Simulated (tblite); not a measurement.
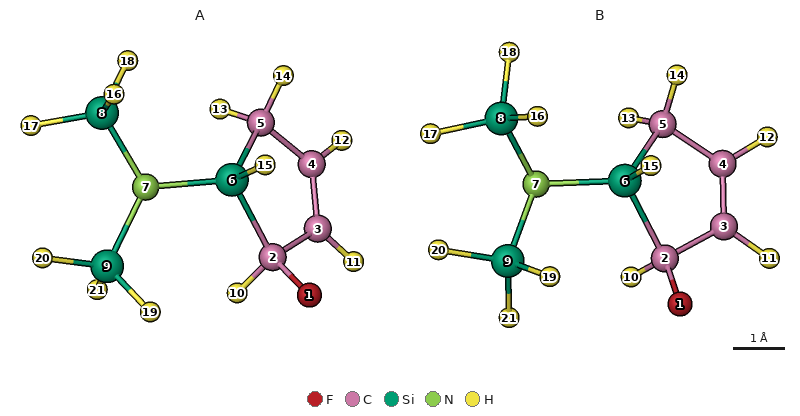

Two geometries of C₄H₁₂FNSi₃, drawn at one scale. One is the start of a relaxation, the other its converged end. Style: ball-and-stick. Shown at a tilt.

Theory: GFN2-xTB geometry optimisation, gas phase in tblite 0.8.0. 

### Which one is relaxed?

Structure A is the relaxed one. The energy falls by 89.0 kJ/mol in 144 geometry steps. H19 moves most after the best rigid fit: 0.86 Å. By element the largest moves are H 0.86 Å, F 0.65 Å, N 0.62 Å, Si 0.38 Å, C 0.34 Å. Some distances before and after: C4–H12 1.136 → 1.081 Å, C3–H11 1.135 → 1.080 Å, C3–C4 1.275 → 1.323 Å, N7–Si8 1.795 → 1.748 Å. Among the angles between lasting bonds that change: Si8–N7–Si9 105.7° → 122.3°, Si6–N7–Si9 109.8° → 120.7°, F1–C2–H10 115.0° → 104.6°.
